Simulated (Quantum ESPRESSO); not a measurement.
# BaTiO3 (Pm-3m): modes at Γ and the response to a field

Which modes does BaTiO3 (Pm-3m) have at the zone centre?

Calculated with Quantum ESPRESSO 7.5; DFT PBE, scalar-relativistic, plane waves, GBRV ultrasoft pseudopotentials.

### 1. Starting point

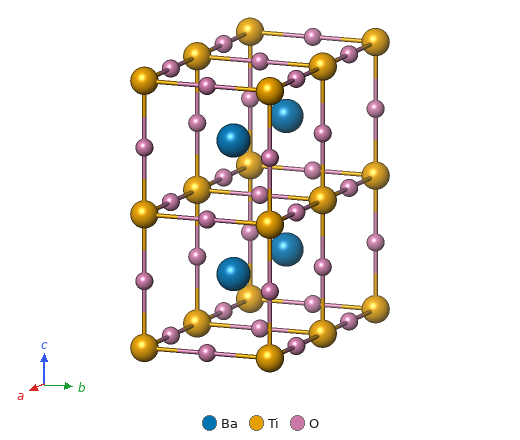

The starting structure, seen slightly off an axis (barium blue, titanium orange, oxygen pink). 2×1×2 cells are drawn. Some periodic images of atoms are drawn too.

Coordinates:

```cif
data_structure
_symmetry_space_group_name_H-M 'Pm-3m'
_symmetry_Int_Tables_number 221
_cell_length_a 4.0060
_cell_length_b 4.0060
_cell_length_c 4.0060
_cell_angle_alpha 90.000
_cell_angle_beta 90.000
_cell_angle_gamma 90.000
_cell_volume 64.29
loop_
_atom_site_label
_atom_site_type_symbol
_atom_site_symmetry_multiplicity
_atom_site_Wyckoff_symbol
_atom_site_fract_x
_atom_site_fract_y
_atom_site_fract_z
_atom_site_occupancy
Ba1 Ba 1 b 0.50000 0.50000 0.50000 1
Ti1 Ti 1 a 0.00000 0.00000 0.00000 1
O1 O 3 d 0.50000 0.00000 0.00000 1
```

### 2. A probe with smearing

Before anything dear is run, a loose run with smearing shows whether this is a metal and how far the cell is from rest.

probe.in

```
 &control
    calculation='scf',
    prefix='x',
    outdir='./tmp',
    pseudo_dir='./pseudo',
    tprnfor=.true.,
    tstress=.true.,
    verbosity='high',
 /
 &system
    ibrav=1,
    celldm(1)=7.57024286,
    nat=5,
    ntyp=3,
    ecutwfc=55.0,
    ecutrho=440.0,
    occupations='smearing',
    smearing='gaussian',
    degauss=0.01,
 /
 &electrons
    conv_thr=1.0d-07,
    mixing_beta=0.7,
    electron_maxstep=100,
 /
ATOMIC_SPECIES
 Ba    137.3270  Ba.upf
 Ti     47.8670  Ti.upf
 O      15.9990  O.upf
ATOMIC_POSITIONS crystal
 Ba     0.500000000   0.500000000   0.500000000
 Ti     0.000000000   0.000000000   0.000000000
 O      0.500000000   0.000000000   0.000000000
 O      0.000000000   0.500000000   0.000000000
 O      0.000000000   0.000000000   0.500000000
K_POINTS automatic
 4 4 4 0 0 0
```

Run with:

```
$ OMP_NUM_THREADS=1 mpirun -n 4 pw.x -nk 4 -in probe.in > probe.out
```

The log of the run:

```text
[banners, grids, parts of the stress and lines that vanish by symmetry left out]
Program PWSCF v.7.5
     bravais-lattice index     =            1
     lattice parameter (alat)  =       7.5702  a.u.
[...]
kinetic-energy cutoff     =      55.0000  Ry
     charge density cutoff     =     440.0000  Ry
     scf convergence threshold =      1.0E-07
[...]
Exchange-correlation= SLA  PW   PBE  PBE
                           (   1   4   3   4   0   0   0)
[...]
48 Sym. Ops., with inversion, found
[...]
(     0          1          0      )
                  (     0          0          1      )
[...]
(  0.0000000  1.0000000  0.0000000 )
                  (  0.0000000  0.0000000  1.0000000 )
[...]
(     0         -1          0      )
                  (     0          0          1      )
[...]
( -1.0000000  0.0000000  0.0000000 )
                  (  0.0000000  1.0000000  0.0000000 )
[...]
number of k points=    10  Gaussian smearing, width (Ry)=  0.0100
[...]
End of self-consistent calculation
[...]
the Fermi energy is    11.2953 ev
!    total energy              =    -287.12416332 Ry
[...]
convergence has been achieved in  10 iterations
[...]
atom    1 type  1   force =     0.00000000    0.00000000    0.00000000
     atom    2 type  2   force =     0.00000000    0.00000000    0.00000000
     atom    3 type  3   force =     0.00000000    0.00000000    0.00000000
     atom    4 type  3   force =     0.00000000    0.00000000    0.00000000
     atom    5 type  3   force =     0.00000000    0.00000000    0.00000000
[...]
Total force =     0.000000     Total SCF correction =     0.000000
[...]
total   stress  (Ry/bohr**3)                   (kbar)     P=       26.60
[...]
XML data file, charge density, pseudopotentials, collected wavefunctions

   JOB DONE.
```

Elapsed: 12 s, on 4 MPI ranks of Arm Neoverse V1, shared host; 47 s of CPU time.

This step gave:

```
volume per atom   : 12.86 Å³
pressure          : 2.66 GPa
gap on the k-mesh : 1.771 eV
```

A gap of 1.8 eV opens on this mesh, so the crystal is taken as an insulator; the start stands at 2.7 GPa.

### 3. Relaxation

The relaxation runs at a cutoff a fifth above that of the response, since stress converges more slowly with the basis than frequencies do. Forces and stress are brought to rest with tight thresholds.

relax.in

```
 &control
    calculation='vc-relax',
    prefix='x',
    outdir='./tmp',
    pseudo_dir='./pseudo',
    tprnfor=.true.,
    tstress=.true.,
    forc_conv_thr=2.0d-05,
    etot_conv_thr=1.0d-07,
    nstep=40,
 /
 &system
    ibrav=1,
    celldm(1)=7.57024286,
    nat=5,
    ntyp=3,
    ecutwfc=66,
    ecutrho=528.0,
    occupations='fixed',
    nbnd=22,
 /
 &electrons
    conv_thr=1.0d-11,
    mixing_beta=0.7,
    electron_maxstep=100,
 /
 &ions
 /
 &cell
    press_conv_thr=0.2,
 /
ATOMIC_SPECIES
 Ba    137.3270  Ba.upf
 Ti     47.8670  Ti.upf
 O      15.9990  O.upf
ATOMIC_POSITIONS crystal
 Ba     0.500000000   0.500000000   0.500000000
 Ti     0.000000000   0.000000000   0.000000000
 O      0.500000000   0.000000000   0.000000000
 O      0.000000000   0.500000000   0.000000000
 O      0.000000000   0.000000000   0.500000000
K_POINTS automatic
 6 6 6 0 0 0
```

Run with:

```
$ OMP_NUM_THREADS=1 mpirun -n 4 pw.x -nk 4 -in relax.in > relax.out
```

The log of the run:

```text
[banners, grids, parts of the stress and lines that vanish by symmetry left out]
[banner, memory and clock lines left out]
Program PWSCF v.7.5

[...]
kinetic-energy cutoff     =      66.0000  Ry
     charge density cutoff     =     528.0000  Ry
     scf convergence threshold =      1.0E-11
[...]
energy convergence thresh.=      1.0E-07
     force convergence thresh. =      2.0E-05
     press convergence thresh. =      2.0E-01
     Exchange-correlation= SLA  PW   PBE  PBE
                           (   1   4   3   4   0   0   0)
[...]
48 Sym. Ops., with inversion, found
[...]
number of k points=    20
[...]
End of self-consistent calculation
[...]
highest occupied, lowest unoccupied level (ev):    10.3511   12.1402
!    total energy              =    -287.12600539 Ry
[...]
convergence has been achieved in  32 iterations
[...]
atom    1 type  1   force =     0.00000000    0.00000000    0.00000000
     atom    2 type  2   force =     0.00000000    0.00000000    0.00000000
     atom    3 type  3   force =     0.00000000    0.00000000    0.00000000
     atom    4 type  3   force =     0.00000000    0.00000000    0.00000000
     atom    5 type  3   force =     0.00000000    0.00000000    0.00000000
     Total force =     0.000000     Total SCF correction =     0.000000
[...]
total   stress  (Ry/bohr**3)                   (kbar)     P=       26.97
[...]
number of bfgs steps    =   0
[...]
CELL_PARAMETERS (alat=  7.57024286)
[...]
ATOMIC_POSITIONS (crystal)
Ba               0.5000000000        0.5000000000        0.5000000000
Ti               0.0000000000        0.0000000000        0.0000000000
O                0.5000000000        0.0000000000        0.0000000000
O                0.0000000000        0.5000000000        0.0000000000
[...]
New effective cutoffs (rho, wfc):  522.87   65.40
[...]
End of self-consistent calculation
[...]
highest occupied, lowest unoccupied level (ev):    10.1573   11.9175
!    total energy              =    -287.12662375 Ry
[...]
convergence has been achieved in   8 iterations
[...]
atom    1 type  1   force =     0.00000000    0.00000000    0.00000000
     atom    2 type  2   force =     0.00000000    0.00000000    0.00000000
     atom    3 type  3   force =     0.00000000    0.00000000    0.00000000
     atom    4 type  3   force =     0.00000000    0.00000000    0.00000000
     atom    5 type  3   force =     0.00000000    0.00000000    0.00000000
     Total force =     0.000000     Total SCF correction =     0.000000
[...]
total   stress  (Ry/bohr**3)                   (kbar)     P=        3.67
[...]
number of bfgs steps    =   1
[...]
CELL_PARAMETERS (alat=  7.57024286)
[...]
ATOMIC_POSITIONS (crystal)
[...]
New effective cutoffs (rho, wfc):  522.11   65.30
[...]
End of self-consistent calculation
[...]
highest occupied, lowest unoccupied level (ev):    10.1268   11.8823
!    total energy              =    -287.12663604 Ry
[...]
convergence has been achieved in   9 iterations
[...]
atom    1 type  1   force =     0.00000000    0.00000000    0.00000000
     atom    2 type  2   force =     0.00000000    0.00000000    0.00000000
     atom    3 type  3   force =     0.00000000    0.00000000    0.00000000
     atom    4 type  3   force =     0.00000000    0.00000000    0.00000000
[...]
Total force =     0.000000     Total SCF correction =     0.000000
[...]
total   stress  (Ry/bohr**3)                   (kbar)     P=        0.10
[...]
number of bfgs steps    =   2
[...]
small trust_radius: resetting bfgs history
[...]
CELL_PARAMETERS (alat=  7.57024286)
[...]
ATOMIC_POSITIONS (crystal)
[...]
New effective cutoffs (rho, wfc):  522.10   65.30
[...]
End of self-consistent calculation
[...]
highest occupied, lowest unoccupied level (ev):    10.1260   11.8815
!    total energy              =    -287.12663605 Ry
[...]
convergence has been achieved in   5 iterations
[...]
atom    3 type  3   force =     0.00000000    0.00000000    0.00000000
     atom    4 type  3   force =     0.00000000    0.00000000    0.00000000
     atom    5 type  3   force =     0.00000000    0.00000000    0.00000000
     Total force =     0.000000     Total SCF correction =     0.000000
[...]
total   stress  (Ry/bohr**3)                   (kbar)     P=        0.02
[...]
bfgs converged in   4 scf cycles and   3 bfgs steps
[...]
End of BFGS Geometry Optimization
     Final enthalpy           =    -287.1266360512 Ry
     File ./tmp/x.bfgs deleted, as requested
[...]
CELL_PARAMETERS (alat=  7.57024286)
[...]
ATOMIC_POSITIONS (crystal)
[...]
O                0.0000000000        0.5000000000        0.0000000000
O                0.0000000000        0.0000000000        0.5000000000
[...]
Final scf calculation at the relaxed structure.
[...]
kinetic-energy cutoff     =      66.0000  Ry
     charge density cutoff     =     528.0000  Ry
     scf convergence threshold =      1.0E-13
[...]
press convergence thresh. =      2.0E-01
     Exchange-correlation= SLA  PW   PBE  PBE
                           (   1   4   3   4   0   0   0)
[...]
48 Sym. Ops., with inversion, found
[...]
number of k points=    20
[...]
End of self-consistent calculation
[...]
highest occupied, lowest unoccupied level (ev):    10.1260   11.8815
!    total energy              =    -287.12664982 Ry
[...]
convergence has been achieved in  29 iterations
[...]
atom    1 type  1   force =     0.00000000    0.00000000    0.00000000
     atom    2 type  2   force =     0.00000000    0.00000000    0.00000000
     atom    3 type  3   force =     0.00000000    0.00000000    0.00000000
     atom    4 type  3   force =     0.00000000    0.00000000    0.00000000
     atom    5 type  3   force =     0.00000000    0.00000000    0.00000000
     Total force =     0.000000     Total SCF correction =     0.000000
[...]
total   stress  (Ry/bohr**3)                   (kbar)     P=        0.02
[...]
XML data file, charge density, pseudopotentials, collected wavefunctions
```

Wall time 2.2 min (4 MPI ranks); 8.8 min of CPU time.

Relaxation path:

```tsv
step	energy less that of the first step (eV)	largest force (eV/Å)	pressure (GPa)	volume (Å³)
1	0.0000	0.0000	2.70	64.29
2	-0.0084	0.0000	0.37	65.18
3	-0.0086	0.0000	0.01	65.32
4	-0.0086	0.0000	0.00	65.32
5	-0.0088	0.0000	0.00	65.32
```

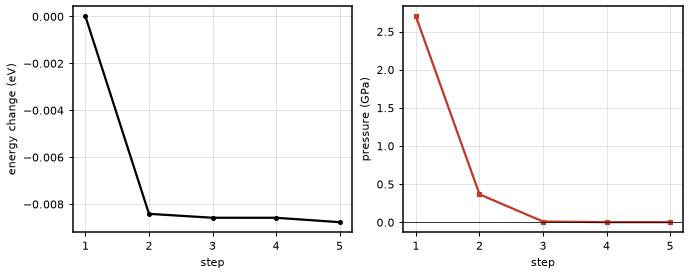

Energy and pressure along the relaxation.

```tsv
conventional cell, symmetrised	before	after	change
a (Å)	4.006	4.027	+0.5 %
b (Å)	4.006	4.027	+0.5 %
c (Å)	4.006	4.027	+0.5 %
volume (Å³/atom)	12.86	13.06	+1.6 %
```

Final coordinates:

```cif
data_structure
_symmetry_space_group_name_H-M 'P 1'
_symmetry_Int_Tables_number 1
_cell_length_a 4.0274
_cell_length_b 4.0274
_cell_length_c 4.0274
_cell_angle_alpha 90.000
_cell_angle_beta 90.000
_cell_angle_gamma 90.000
_cell_volume 65.32
loop_
_atom_site_label
_atom_site_type_symbol
_atom_site_fract_x
_atom_site_fract_y
_atom_site_fract_z
_atom_site_occupancy
Ba1 Ba 0.50000 0.50000 0.50000 1
Ti2 Ti 0.00000 0.00000 0.00000 1
O3 O 0.50000 0.00000 0.00000 1
O4 O 0.00000 0.50000 0.00000 1
O5 O 0.00000 0.00000 0.50000 1
```

The last row of the table of steps is pw.x's closing run on a basis chosen anew for the final cell, so its energy can jump.

This step gave:

```
volume per atom   : 13.06 Å³
pressure          : 0.002 GPa
gap on the k-mesh : 1.756 eV
```

The volume changes by +1.6 % from the cell with which this run began.

### 4. Ground state

The response is built on this ground state, so it is converged far tighter than an energy would need. With a gap, occupations are fixed, which also allows the response to an electric field.

scf.in

```
 &control
    calculation='scf',
    prefix='x',
    outdir='./tmp',
    pseudo_dir='./pseudo',
    tprnfor=.true.,
    tstress=.true.,
 /
 &system
    ibrav=1,
    celldm(1)=7.6106025,
    nat=5,
    ntyp=3,
    ecutwfc=55.0,
    ecutrho=440.0,
    occupations='fixed',
    nbnd=22,
 /
 &electrons
    conv_thr=1.0d-12,
    mixing_beta=0.7,
    electron_maxstep=100,
 /
ATOMIC_SPECIES
 Ba    137.3270  Ba.upf
 Ti     47.8670  Ti.upf
 O      15.9990  O.upf
ATOMIC_POSITIONS crystal
 Ba     0.500000000   0.500000000   0.500000000
 Ti     0.000000000   0.000000000   0.000000000
 O      0.500000000   0.000000000   0.000000000
 O      0.000000000   0.500000000   0.000000000
 O      0.000000000   0.000000000   0.500000000
K_POINTS automatic
 8 8 8 0 0 0
```

Run with:

```
$ OMP_NUM_THREADS=1 mpirun -n 4 pw.x -nk 4 -in scf.in > scf.out
```

The log of the run:

```text
[banners, grids, parts of the stress and lines that vanish by symmetry left out]
[banner, memory and clock lines left out]
Program PWSCF v.7.5

[...]
kinetic-energy cutoff     =      55.0000  Ry
     charge density cutoff     =     440.0000  Ry
     scf convergence threshold =      1.0E-12
[...]
Exchange-correlation= SLA  PW   PBE  PBE
                           (   1   4   3   4   0   0   0)
[...]
48 Sym. Ops., with inversion, found
[...]
number of k points=    35
[...]
End of self-consistent calculation
[...]
highest occupied, lowest unoccupied level (ev):    10.1259   11.8825
!    total energy              =    -287.12603307 Ry
[...]
convergence has been achieved in  24 iterations
[...]
atom    1 type  1   force =     0.00000000    0.00000000    0.00000000
     atom    2 type  2   force =     0.00000000    0.00000000    0.00000000
     atom    3 type  3   force =     0.00000000    0.00000000    0.00000000
     atom    4 type  3   force =     0.00000000    0.00000000    0.00000000
     atom    5 type  3   force =     0.00000000    0.00000000    0.00000000
     Total force =     0.000000     Total SCF correction =     0.000000
[...]
total   stress  (Ry/bohr**3)                   (kbar)     P=       -1.24
[...]
XML data file, charge density, pseudopotentials, collected wavefunctions
```

Wall time 38 s (4 MPI ranks).

Read from the output:

| Property | Result |
| --- | --- |
| pressure | -0.124 GPa |
| gap on the k-mesh | 1.757 eV |

The cell stands at -0.12 GPa, close enough for phonons.

(Part 1 of 5 ends here.)

[Host names and launcher messages were left out of these logs when they were recorded.]

[Logs are printed without paths, hosts, clocks, repeated set-up lines and the standing remarks that a program may print on its own settings, such as how far it seeks lower states.]

[Hosts, paths, dates, database ids (printed as entryN), source tags and the programs' standing remarks are cut or masked in the printed files.]
